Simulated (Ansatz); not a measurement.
# Si3N4 (P6_3/m): a many-body input that goes wrong, and its mend

A first try at the G0W0 gap of Si3N4 (P6_3/m), what the program said, and an input that works.

Method: G0W0 on PBE, plane waves, PAW; PAW set soft_1, in Ansatz 0.2.0.

**1. Starting point**

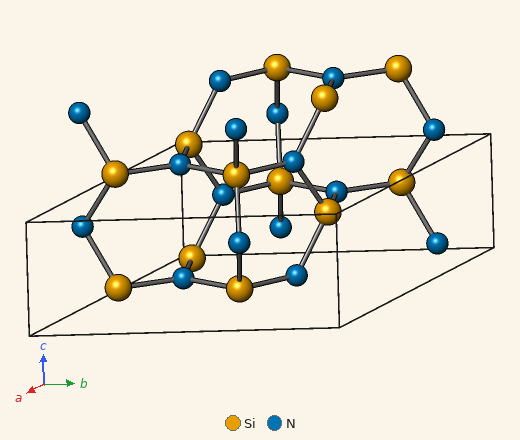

Start, viewed slightly off an axis; silicon orange, nitrogen blue. 1×1×2 cells are drawn.

Coordinates:

```cif
data_structure
_symmetry_space_group_name_H-M 'P 1'
_symmetry_Int_Tables_number 1
_cell_length_a 7.6044
_cell_length_b 7.6044
_cell_length_c 2.9063
_cell_angle_alpha 90.000
_cell_angle_beta 90.000
_cell_angle_gamma 120.000
_cell_volume 145.55
loop_
_atom_site_label
_atom_site_type_symbol
_atom_site_fract_x
_atom_site_fract_y
_atom_site_fract_z
_atom_site_occupancy
Si1 Si 0.76848 0.17456 0.25000 1
Si2 Si 0.59392 0.76848 0.75000 1
Si3 Si 0.82544 0.59392 0.25000 1
Si4 Si 0.23152 0.82544 0.75000 1
Si5 Si 0.40608 0.23152 0.25000 1
Si6 Si 0.17456 0.40608 0.75000 1
N7 N 0.03050 0.33024 0.25000 1
N8 N 0.70026 0.03050 0.75000 1
N9 N 0.66976 0.70026 0.25000 1
N10 N 0.96950 0.66976 0.75000 1
N11 N 0.29974 0.96950 0.25000 1
N12 N 0.33024 0.29974 0.75000 1
N13 N 0.66667 0.33333 0.25000 1
N14 N 0.33333 0.66667 0.75000 1
```

The cell and positions come from the Crystallography Open Database and are kept as given unless a step says otherwise.

**2. First try**

File input.yaml:

```yaml
crystal:
  lattice:
    - [7.6044, 0.0, 0.0]
    - [-3.8022, 6.5856035805, 0.0]
    - [0.0, 0.0, 2.9063]
  atoms:
    - { symbol: Si, position: [0.768477, 0.174557, 0.25] }
    - { symbol: Si, position: [0.59392, 0.768477, 0.75] }
    - { symbol: Si, position: [0.825443, 0.59392, 0.25] }
    - { symbol: Si, position: [0.231523, 0.825443, 0.75] }
    - { symbol: Si, position: [0.40608, 0.231523, 0.25] }
    - { symbol: Si, position: [0.174557, 0.40608, 0.75] }
    - { symbol: "N", position: [0.0305, 0.33024, 0.25] }
    - { symbol: "N", position: [0.70026, 0.0305, 0.75] }
    - { symbol: "N", position: [0.66976, 0.70026, 0.25] }
    - { symbol: "N", position: [0.9695, 0.66976, 0.75] }
    - { symbol: "N", position: [0.29974, 0.9695, 0.25] }
    - { symbol: "N", position: [0.33024, 0.29974, 0.75] }
    - { symbol: "N", position: [0.6666666667, 0.3333333333, 0.25] }
    - { symbol: "N", position: [0.3333333333, 0.6666666667, 0.75] }
kpoints:
  mp_grid: { grid: [1, 1, 1] }
hamiltonian:
  xc: pbe
  pseudopotentials: { kind: paw, azcp: { folder: soft_1 } }
scf:
  occupations: { method: fixed }
gw:
  n_empty_bands: 153
  ecut_chi: 60
  qp_bands: [v4, c4]
  qp_kpoints: band_edges
  screening: { model: contour_deformation }
```

Command:

```
$ ansatz run input.yaml --threads 2 --pin off --max-ram 92160MiB --backend cuda --events-out ev --progress --plain --runs-dir out --devices 1 --max-vram 13GiB
```

Numbers of over 12 decimals in the logs are rounded to 6 here.

Log:

```text
GPUs: using 1 of 1 available (devices: 1).
Engine: ansatz 0.2.0, x86_64-unknown-linux-gnu
Pseudopotentials: kind: paw
Pseudopotential: Si, paw, valence charge 4, recommended cutoff 420 eV (normal), soft_1/Si.paw.azcp
Pseudopotential: N, paw, valence charge 5, recommended cutoff 420 eV (normal), soft_1/N.paw.azcp
Functional definition: PBE
  parameter kappa = 0.804
  parameter beta = 0.066725
  exchange = pbe_x(kappa = kappa, mu = beta*pi^2/3)
  correlation = pbe_c(beta = beta)
device memory: the entry about to start is reckoned to put 0.8 GiB on a device that reports 63.6 GiB free (of which the cap on the GPU budget leaves the run 13.0 GiB)
GPU FFT provider: cuFFT
GPU libraries: cuBLAS 13.8.2, cuFFT 12.4.0, cuSOLVER 12.3.4
Crystal: 14 atoms, lattice volume = 145.546 Å³
Basis set: ecut = 420 eV, 2823 PW (Γ)
Bands: 46, of which v1, the nominal top of the filled ones, is band 32 counted from 1 (31 counted from 0)
Symmetry: 12 space group operations
Space group: P63/m (ITA 176), of the structure as read, at distance tolerance 5.3e-5 Å
k-points: 1
Non-local potential: Si, projectors of the file, l = 0: 2, l = 1: 2, l = 2: 1
Non-local potential: N, projectors of the file, l = 0: 2, l = 1: 2, l = 2: 1
PAW form: soft (Blöchl's): semilocal exchange-correlation on the pseudo side does not see the compensation charge
PAW one-centre angular grid: Si, 110 points (default); XC on 64 Gauss nodes
PAW one-centre angular grid: N, 110 points (default); XC on 64 Gauss nodes
Initial density: superposition of atomic densities (chi_scale 0.1, normalization cell, long waves kept (reshape's long-wave potential 0.02 eV rms))
Initial wavefunctions: pseudopotential atomic-orbital guess
GPU buffer pool allocated for 58320 grid points (all kernels)
GPU transforms: local potential and band sums: pruned to the plane-wave sphere, on 50×50×18
Functional: x = pbe(κ = 0.804, μ = 0.219515), c = pbe(β = 0.066725)
SCF iter   1: F=—  HF=-6899.395977 eV  |F-HF|=—  |Δ(HF+E_count)|=         —  Δρ=1.86e-1  dr2=5.06e1  ethr=3.10e-3  ⟨swp⟩=5.0  Hψ=178  notcnv=0  defer=12
preconditioner: auto → Resta (q_TF=auto, 2.379 Å⁻¹)  ε∞=3.6  [insulator: Δε(μ)=6.240 eV  Ē_g=15.214 eV  n_scr=32 (ndim 8)  ℏωp=24.6 eV  f_vac=0.009  ε∞_Penn≈3.6]
SCF iter   2: F=—  HF=-6883.598699 eV  |F-HF|=—  |Δ(HF+E_count)|=    1.58e1  Δρ=6.33e-2  dr2=3.49e0  ethr=3.10e-3  ⟨swp⟩=3.0  Hψ=118  notcnv=0  defer=10
SCF iter   3: F=—  HF=-6883.223804 eV  |F-HF|=—  |Δ(HF+E_count)|=   3.75e-1  Δρ=3.06e-2  dr2=7.36e-1  ethr=3.10e-3  ⟨swp⟩=3.0  Hψ=84  notcnv=0  defer=10
SCF iter   4: F=—  HF=-6883.288606 eV  |F-HF|=—  |Δ(HF+E_count)|=   6.48e-2  Δρ=3.22e-3  dr2=1.48e-2  ethr=1.15e-3  ⟨swp⟩=3.0  Hψ=74  notcnv=0  defer=10
SCF iter   5: F=—  HF=-6883.295771 eV  |F-HF|=—  |Δ(HF+E_count)|=   7.16e-3  Δρ=1.77e-3  dr2=4.26e-3  ethr=2.31e-5  ⟨swp⟩=3.0  Hψ=69  notcnv=0  defer=12
SCF iter   6: F=—  HF=-6883.297151 eV  |F-HF|=—  |Δ(HF+E_count)|=   1.38e-3  Δρ=3.36e-4  dr2=1.84e-4  ethr=6.66e-6  ⟨swp⟩=3.0  Hψ=78  notcnv=0  defer=12
SCF iter   7: F=—  HF=-6883.297358 eV  |F-HF|=—  |Δ(HF+E_count)|=   2.06e-4  Δρ=7.42e-5  dr2=1.61e-5  ethr=2.87e-7  ⟨swp⟩=2.0  Hψ=63  notcnv=0  defer=12
SCF iter   8: F=—  HF=-6883.297393 eV  |F-HF|=—  |Δ(HF+E_count)|=   3.53e-5  Δρ=1.68e-5  dr2=6.93e-7  ethr=2.51e-8  ⟨swp⟩=2.0  Hψ=73  notcnv=0  defer=8
SCF iter   9: F=-6883.297394 eV  HF=-6883.297394 eV  |F-HF|=2.22e-8  |Δ(HF+E_count)|=   1.35e-6  Δρ=3.27e-6  dr2=1.59e-8  ethr=1.56e-10  ⟨swp⟩=15.0  Hψ=259  notcnv=0
SCF 1 converged in 9 iterations: F = -6883.297394 eV  dr2 = 1.59e-8
[...]
device memory: the entry about to start is reckoned to put 1.0 GiB on a device that reports 63.5 GiB free (of which the cap on the GPU budget leaves the run 13.0 GiB)
NSCF: frozen V_eff on 1 k-points
[...]
device memory: the entry about to start is reckoned to put 1.4 GiB on a device that reports 63.6 GiB free (of which the cap on the GPU budget leaves the run 13.0 GiB)
NSCF: frozen V_eff on 1 k-points
G₀W₀ screening: q 1/1
G₀W₀ self-energy: k 1/1
device memory: the entry about to start is reckoned to put 0.6 GiB on a device that reports 64.8 GiB free (of which the cap on the GPU budget leaves the run 13.0 GiB)
NSCF: frozen V_eff on 1 k-points
device memory: the entry about to start is reckoned to put 0.6 GiB on a device that reports 64.9 GiB free (of which the cap on the GPU budget leaves the run 13.0 GiB)
NSCF: frozen V_eff on 1 k-points
device memory: the entry about to start is reckoned to put 0.6 GiB on a device that reports 65.2 GiB free (of which the cap on the GPU budget leaves the run 13.0 GiB)
NSCF: frozen V_eff on 1 k-points
device memory: the entry about to start is reckoned to put 0.6 GiB on a device that reports 65.4 GiB free (of which the cap on the GPU budget leaves the run 13.0 GiB)
NSCF: frozen V_eff on 1 k-points
device memory: the entry about to start is reckoned to put 0.6 GiB on a device that reports 65.4 GiB free (of which the cap on the GPU budget leaves the run 13.0 GiB)
NSCF: frozen V_eff on 1 k-points
SCF converged after 9 iterations
Free energy (F): -6883.297394 eV
Harris-Foulkes:  -6883.297394 eV  (|F-HF|=2.22e-8)
Internal energy: -6883.297394 eV  (E = F + TS)
E sigma→0 (E₀):  -6883.297394 eV
Fermi energy:    8.767802 eV
--- Per-component energies (eV) ---
  E_band       = 106.852236
  E_kinetic    = 1379.927010
  E_local      = -2064.669725  (includes V_loc(G=0)·N_el)
  E_nonlocal   = 393.568384
  E_hartree    = 744.185078
  E_xc         = -827.965994
  E_vxc        = -908.040950  (∫ρ·V_xc dr)
  E_paw        = -4103.397592  (= ΣΔE_a)
  E_vpaw       = -182.309069  (= ΣTr[D̂ρ^β])
  E_aug_tail   = 0.007812  (compensation charges beyond the density's cutoff)
  E_ewald      = -2404.952369
  E_smearing   = -0.000000  (= −TS)
  E_closure    = -0.000000  (closes the sum)
  Σ components = -6883.297394   (vs F -6883.297394, Δ=0.00e0)
--- Band table (eV) ---
  k-point 0: bands = [... 28 lower, 7.4218, 8.2500, 8.4677, 8.7678, 12.8240, 13.2474, 13.3771, 13.3771, ... 10 higher]
--- G₀W₀: contour deformation, 5 samples at zero and on the imaginary axis and 1 off it, 1 q-point, 153 empty bands' worth ---
  eigenvalues of the whole cell's RPA ε∞ on this k-mesh (on a slab, of 1 + 4πα/V) = 5.5985, 5.5985, 8.5870; static W/v taken at q = 0 is 0.108796
  gw.qp_kpoints: band_edges: 1 of 1 stored k-point solved, in 1 pass; an edge of the gap read off the rows below is read off those points alone
    ik  band        ε_KS         Σx   Σc(E_QP)       V_xc       Z   E_QP_lin       E_QP  E_QP is
     0    29      7.4218   -21.4473     3.9770   -17.3233  0.8051     7.2747     7.2749  root
     0    30      8.2500   -21.4026     3.8440   -17.5015  0.8049     8.1929     8.1929  root
     0    31      8.4677   -22.9062     5.1141   -17.3931  0.7884     8.0674     8.0688  root
     0    32      8.7678   -23.2523     5.1537   -17.7193  0.7904     8.3874     8.3885  root
     0    33     12.8240    -5.3239    -5.4787   -11.8695  0.8250    13.8998    13.8909  root
     0    34     13.2474    -7.4203    -4.5940   -12.4752  0.8308    13.7097    13.7083  root
     0    35     13.3771    -6.8368    -5.1988   -13.1181  0.8203    14.4690    14.4596  root
     0    36     13.3771    -6.8368    -5.1988   -13.1181  0.8203    14.4690    14.4596  root
```

It took 11 s on 1 × NVIDIA H100 80GB HBM3 (shared by 6 runs) with 2 threads of AMD EPYC 7R13 (Zen 3), shared host; peak memory 1.1 GiB; 4.6 s of CPU time.

**What went wrong?**

The run ended normally, though the input holds a fault or crude settings.

The fault: one k-point. One point can't sample the density or the screening of a small cell, and the band edges may lie elsewhere in the zone.

It printed a gap of 5.32 eV, which is an artefact of the settings.

**3. A better input**

Now the one-shot GW correction: screening in the RPA, then the self-energy of the levels asked for. This step takes PAW set soft_1 files.

input.yaml: that of step 2 with these lines changed.

```diff
@@ -21,3 +21,3 @@
 kpoints:
-  mp_grid: { grid: [1, 1, 1] }
+  mp_grid: { grid: [3, 3, 6] }
 hamiltonian:
@@ -28,4 +28,4 @@
 gw:
-  n_empty_bands: 153
-  ecut_chi: 60
+  n_empty_bands: 607
+  ecut_chi: 150.0
   qp_bands: [v4, c4]
```

Log:

```text
GPUs: using 1 of 1 available (devices: 1).
[...]
GPU FFT provider: cuFFT
GPU libraries: cuBLAS 13.8.2, cuFFT 12.4.0, cuSOLVER 12.3.4
Crystal: 14 atoms, lattice volume = 145.546 Å³
Basis set: ecut = 420 eV, 2823 PW (Γ)
Bands: 46, of which v1, the nominal top of the filled ones, is band 32 counted from 1 (31 counted from 0)
[... 1 set-up line as in the run before ...]
[...]
k-points: 12 of 54
[...]
GPU buffer pool allocated for 58320 grid points (all kernels)
[...]
SCF iter   1: F=—  HF=-6913.316093 eV  |F-HF|=—  |Δ(HF+E_count)|=         —  Δρ=1.57e-1  dr2=3.74e1  ethr=3.10e-3  ⟨swp⟩=5.0  Hψ=2168  notcnv=0  defer=128
[...]
SCF iter   9: F=-6901.770867 eV  HF=-6901.770867 eV  |F-HF|=2.52e-8  |Δ(HF+E_count)|=   1.50e-6  Δρ=2.81e-6  dr2=1.08e-8  ethr=1.56e-10  ⟨swp⟩=16.2  Hψ=3197  notcnv=0
SCF 1 converged in 9 iterations: F = -6901.770867 eV  dr2 = 1.08e-8
[...]
0    29      7.0065   -21.5759     3.1322   -17.4022  0.7928     5.9558     5.9650  root
     0    30      7.8341   -21.5956     3.2008   -17.4031  0.7893     6.8341     6.8424  root
     0    31      7.8928   -21.7869     3.1249   -17.6920  0.7895     6.9150     6.9227  root
     0    32      8.0990   -21.8475     3.1964   -17.6875  0.7897     7.1276     7.1353  root
     0    33     12.6203    -7.2387    -4.4592   -12.4892  0.8347    13.4156    13.4116  root
     0    34     13.0359    -8.5548    -4.2016   -13.4172  0.8291    13.6995    13.6967  root
     0    35     13.1908    -8.1964    -4.5143   -13.5878  0.8272    14.0729    14.0678  root
     0    36     13.1908    -8.1964    -4.5143   -13.5878  0.8272    14.0729    14.0678  root
[...]
11    33     13.3284    -7.9336    -4.5164   -13.2616  0.8283    14.1444    14.1400  root
    11    34     13.3284    -7.9336    -4.5164   -13.2616  0.8283    14.1444    14.1400  root
    11    35     14.1446    -6.9072    -4.4935   -12.1202  0.8299    14.8676    14.8640  root
    11    36     14.1446    -6.9072    -4.4935   -12.1202  0.8299    14.8676    14.8640  root
[key lines of the parts left out:]
SCF converged after 9 iterations
Free energy (F): -6901.770867 eV
Fermi energy:    8.296649 eV
```

Wall time 64 s (1 × NVIDIA H100 80GB HBM3 (shared by 6 runs) with 2 threads); peak memory 2.1 GiB.

This step gave:

- bands summed: 639
- RPA ε∞ on this mesh (eigenvalues): 3.991, 3.991, 4.088
- plane waves in the screening matrix: 611
- q-points in the mesh: 54
- G0W0 gap on the mesh: 6.039 eV
- k of the valence top: 0, 0, 0.1667
- k of the conduction bottom: 0, 0, 0
- starting gap on the mesh: 4.324 eV
- Z at the valence top: 0.7911
- Z at the conduction bottom: 0.8347
- least direct G0W0 gap on the computed points: 6.276 eV

The gap on the mesh goes from 4.32 eV to 6.04 eV, a correction of +1.72 eV. Between the two edge states, bare exchange in place of the xc potential would open the gap by 9.25 eV, and correlation takes back 7.53 eV.

**4. What came out**

```json
{"first try": "converged after 11 s", "better run": "G0W0 gap on the mesh 6.04 eV (3×3×6 mesh, 607 empty bands, screening to 150 eV, PAW set soft_1 files)"}
```

What this shows: The second run differs in: mesh, empty bands and screening cutoff (eV). Bands and cutoff are finite, so the gap is not at the basis limit. The miss can reach some tenths of an eV and take either sign; the mesh is an error of its own.

[Paths, hosts, dates, memory and timing lines, banners, echoed tables and standing remarks are left out of the program output.]

[Logs are printed without paths, hosts, clocks, repeated set-up lines and the standing remarks that a program may print on its own settings, such as how far it seeks lower states.]

[Runs of the session that timed out or met a known fault of the program may be left out.]

[Cells called generated may have been cut or substituted from an entry of the Crystallography Open Database or the Materials Project.]

[Hosts, paths, dates, database ids (printed as entryN), source tags and the programs' standing remarks are cut or masked in the printed files.]
